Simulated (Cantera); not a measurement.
Charge: 1 mol Si3N4, 0.33 mol H2, held at 800000 Pa.

These are equilibrium values from Cantera (NASA tables, ideal gas, pure condensed phases), not measurements of a reactor. Candidate condensed phases: Si, Si3N4; 18 gas species. The tables' values for SiN are old estimates; treat these amounts as uncertain. Gases not in the tables: Si2H6 and higher silanes. Rates play no part.

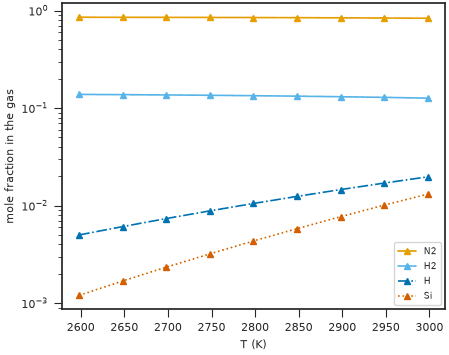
Equilibrium gas composition (values under 1e-9 drawn at 1e-9)

From 2598 K to 2998 K the condensed part is Si(l). The main Si-bearing gas is Si throughout. The share of Si in condensed phases is highest at 2598 K (99.8 %) and lowest at 2998 K (98.3 %).
